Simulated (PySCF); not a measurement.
# One shape, several levels: C3H9BSi (SMILES B[C@@H]1C[Si@@H]1C)

We compute a comparison of 5 runs (HF/STO-3G, HF/def2-SVP, r2SCAN/STO-3G, M06-2X/6-31G, PBE0/def2-SVPD) of C3H9BSi. 

The results are computed with PySCF 2.14.0.

## Step 1: The system as given

The species is C3H9BSi (14 atoms), meant as a singlet with charge 0. As SMILES, `B[C@@H]1C[Si@@H]1C`. The coordinates come from a GFN2-xTB relaxation.

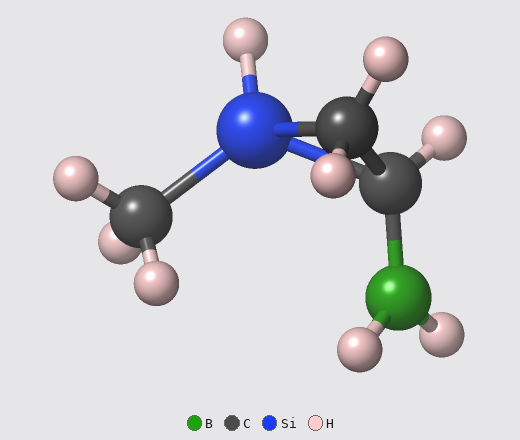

Viewed from a chosen angle; boron green, carbon dark grey, silicon blue, hydrogen pink.

## Step 2: Energy and forces at HF/STO-3G (run 1)

Contents of input.py:

```python
import pyscf.grad
from pyscf import gto

mol = gto.M(
    atom='''
B     -2.475201     0.822787     2.597013
C     -0.209816    -0.902193     2.309529
C      2.473500     0.057901     1.690625
Si     0.923679    -1.386738    -1.135404
C     -0.314696     0.658683    -3.787956
H     -4.406104     0.009241     3.322592
H     -2.341881     2.968552     2.048406
H     -0.205451    -2.679972     3.332060
H      2.695600     2.088469     1.772525
H      3.988664    -0.900284     2.672243
H      1.588220    -3.975927    -1.817992
H     -1.964975    -0.187045    -4.668701
H      1.104054     0.917897    -5.248166
H     -0.855649     2.508630    -3.086773
''',
    charge=0,
    unit='bohr',
    basis='sto-3g',
    max_memory=1860,
    verbose=4,
    spin=0,
)

hf = mol.RHF()
hf.conv_tol = 1e-10
hf.kernel()
if not hf.converged:
    hf = hf.newton().run(hf.mo_coeff, hf.mo_occ)

energy = hf.e_tot
print('E = %.10f Eh' % energy)
grad = hf.Gradients().kernel()
dip = hf.dip_moment()
pop, q = hf.mulliken_pop()
```

Launch:

```sh
$ OMP_NUM_THREADS=1 python input.py
```

The log of the run:

```text
PySCF version 2.14.0

[... 68 lines left out ...]
converged SCF energy = -427.399274849456
[... 12 lines left out ...]
Dipole moment(X, Y, Z, Debye):  0.85767, -0.87451, -1.88695
[... 53 lines left out ...]
charge of   13H =      0.06835
```

Run time: 2.9 s. Hardware: 1 thread of Intel Xeon at 2.70GHz, shared host; peak memory 0.12 GiB.

## Step 3: Energy and gradient at HF/def2-SVP (run 2)

Contents of input.py:

```python
# B[C@@H]1C[Si@@H]1C
import pyscf.grad
from pyscf import gto, scf

system = gto.M(
    atom=[
    ('B', (-1.309820, 0.435400, 1.374280)),
    ('C', (-0.111030, -0.477420, 1.222150)),
    ('C', (1.308920, 0.030640, 0.894640)),
    ('Si', (0.488790, -0.733830, -0.600830)),
    ('C', (-0.166530, 0.348560, -2.004500)),
    ('H', (-2.331610, 0.004890, 1.758240)),
    ('H', (-1.239270, 1.570890, 1.083970)),
    ('H', (-0.108720, -1.418180, 1.763250)),
    ('H', (1.426450, 1.105170, 0.937980)),
    ('H', (2.110710, -0.476410, 1.414090)),
    ('H', (0.840450, -2.103970, -0.962040)),
    ('H', (-1.039820, -0.098980, -2.470570)),
    ('H', (0.584240, 0.485730, -2.777210)),
    ('H', (-0.452790, 1.327510, -1.633450)),
],
    charge=0,
    max_memory=1860,
    basis='def2-svp',
    verbose=4,
    spin=0,
)

mf = scf.RHF(system)
mf.conv_tol = 1e-10
mf.kernel()
if not mf.converged:
    mf = mf.newton().run(mf.mo_coeff, mf.mo_occ)

e_final = mf.e_tot
print(f'total energy: {e_final:.8f} hartree')
grad = mf.Gradients().kernel()
mf.analyze()
```

Launch:

```sh
$ OMP_NUM_THREADS=1 python input.py
```

The log of the run:

```text
PySCF version 2.14.0

[... 88 lines left out ...]
Two-electron Coulomb Energy =          409.820565577875925
[... 16 lines left out ...]
MO #14  energy= -0.654151984791437 occ= 2
[... 14 lines left out ...]
MO #29  energy= 0.229647253262018  occ= 0
[... 14 lines left out ...]
MO #44  energy= 0.580498697358053  occ= 0
[... 14 lines left out ...]
MO #59  energy= 0.912273259537992  occ= 0
[... 14 lines left out ...]
MO #74  energy= 1.39188014152054   occ= 0
[... 14 lines left out ...]
MO #89  energy= 2.05469341707571   occ= 0
[... 14 lines left out ...]
MO #104 energy= 2.57412618053726   occ= 0
[... 14 lines left out ...]
MO #119 energy= 3.44847819772923   occ= 0
[... 136 lines left out ...]
Dipole moment(X, Y, Z, Debye):  0.87433, -0.48974, -1.63127
```

Wall time 17 s (1 thread of Intel Xeon at 2.70GHz, shared host); peak memory 0.31 GiB.

## Step 4: Energy and gradient at r2SCAN/STO-3G (run 3)

Contents of run.py:

```python
from pyscf import gto, dft

molecule = gto.M(
    atom='''
B     -1.309820     0.435400     1.374280
C     -0.111030    -0.477420     1.222150
C      1.308920     0.030640     0.894640
Si     0.488790    -0.733830    -0.600830
C     -0.166530     0.348560    -2.004500
H     -2.331610     0.004890     1.758240
H     -1.239270     1.570890     1.083970
H     -0.108720    -1.418180     1.763250
H      1.426450     1.105170     0.937980
H      2.110710    -0.476410     1.414090
H      0.840450    -2.103970    -0.962040
H     -1.039820    -0.098980    -2.470570
H      0.584240     0.485730    -2.777210
H     -0.452790     1.327510    -1.633450
''',
    spin=0,
    basis='sto-3g',
    max_memory=1860,
    verbose=4,
)

calc0 = dft.RKS(molecule, xc='r2scan')
calc0.grids.level = 5
calc0.conv_tol = 1e-10
calc0.kernel()
if not calc0.converged:
    calc0 = calc0.newton().run(calc0.mo_coeff, calc0.mo_occ)

e_final = calc0.e_tot
print(f'total energy: {e_final:.8f} hartree')
grad = calc0.nuc_grad_method().kernel()
calc0.analyze()
```

Launch:

```sh
$ OMP_NUM_THREADS=1 python run.py
```

The log of the run:

```text
PySCF version 2.14.0

[... 101 lines left out ...]
Nuclear Repulsion Energy =             209.470110176115753
[... 7 lines left out ...]
MO #2   energy= -9.84077179143987  occ= 2
[... 5 lines left out ...]
MO #8   energy= -3.32003731169101  occ= 2
[... 5 lines left out ...]
MO #14  energy= -0.401708282263761 occ= 2
[... 5 lines left out ...]
MO #20  energy= -0.253572836696879 occ= 2
[... 5 lines left out ...]
MO #26  energy= 0.195862844842037  occ= 0
[... 5 lines left out ...]
MO #32  energy= 0.463250285178823  occ= 0
[... 5 lines left out ...]
MO #38  energy= 0.642425312305903  occ= 0
[... 55 lines left out ...]
Dipole moment(X, Y, Z, Debye):  1.18953, -1.00121, -1.95860
```

Wall time 28 s (1 thread of Intel Xeon at 2.70GHz, shared host); peak memory 0.44 GiB.

Run 4 isn't shown in full; the table further down has it.

## Step 5: Energy and gradient at PBE0/def2-SVPD (run 5)

Contents of run.py:

```python
from pyscf import gto, dft

system = gto.Mole()
system.atom = '''
B       -1.309820       0.435400       1.374280
C       -0.111030      -0.477420       1.222150
C        1.308920       0.030640       0.894640
Si       0.488790      -0.733830      -0.600830
C       -0.166530       0.348560      -2.004500
H       -2.331610       0.004890       1.758240
H       -1.239270       1.570890       1.083970
H       -0.108720      -1.418180       1.763250
H        1.426450       1.105170       0.937980
H        2.110710      -0.476410       1.414090
H        0.840450      -2.103970      -0.962040
H       -1.039820      -0.098980      -2.470570
H        0.584240       0.485730      -2.777210
H       -0.452790       1.327510      -1.633450
'''
system.spin = 0
system.max_memory = 1860
system.basis = 'def2-svpd'
system.verbose = 3
system.build()

mf = dft.RKS(system, xc='pbe0')
mf.grids.level = 5
mf.conv_tol = 1e-10
mf.kernel()
if not mf.converged:
    mf = mf.newton().run(mf.mo_coeff, mf.mo_occ)

e_tot = mf.e_tot
print('E = %.10f Eh' % e_tot)
grad = mf.nuc_grad_method().kernel()
dip = mf.dip_moment()
pop, q = mf.mulliken_pop()
```

Launch:

```sh
$ OMP_NUM_THREADS=1 python run.py
```

The log of the run:

```text
converged SCF energy = -433.541733230667
[... 9 lines left out ...]
Dipole moment(X, Y, Z, Debye):  1.08853, -0.49842, -1.59213
[... 191 lines left out ...]
charge of   13H =      0.01702
```

Wall time 2.3 min (1 thread of Intel Xeon at 2.70GHz, shared host); peak memory 2.4 GiB.

## Step 6: The series

| run | level | integration grid | energy (Eh) | dipole moment (D) | HOMO energy (eV) | LUMO energy (eV) | wall time |
| --- | --- | --- | --- | --- | --- | --- | --- |
| 1 | HF/STO-3G | – | -427.399275 | 2.25 | -7.01 | 7.17 | 2.9 s |
| 2 | HF/def2-SVP | – | -432.221613 | 1.91 | -9.15 | 2.83 | 17 s |
| 3 | r2SCAN/STO-3G | 5 | -428.861841 | 2.50 | -3.93 | 1.69 | 28 s |
| 4 | M06-2X/6-31G | 5 | -433.854986 | 1.77 | -7.78 | 0.37 | 59 s |
| 5 | PBE0/def2-SVPD | 5 | -433.541733 | 1.99 | -6.88 | -0.89 | 2.3 min |

## Step 7: Summary of results

| quantity | value |
| --- | --- |
| run 5: total energy | -433.54173 Eh |
| run 5: dipole moment | 1.99 D |
| run 5: HOMO energy | -6.88 eV |
| run 5: LUMO energy | -0.89 eV |
| run 5: HOMO–LUMO gap | 5.99 eV |
| run 5: largest force on an atom | 1.297 eV/Å |

**Reading.** The dipole moment (its size) runs from 1.77 D (M06-2X/6-31G) to 2.50 D (r2SCAN/STO-3G). The two ends differ in method and basis. The HOMO–LUMO gap runs from 5.62 eV (r2SCAN/STO-3G) to 14.18 eV (HF/STO-3G). Exact exchange widens orbital gaps. Totals of different functionals can't be ranked against each other. In runs 1, 3 the basis is minimal, so the values are rough. All runs together took 4 min, the longest 2.3 min.
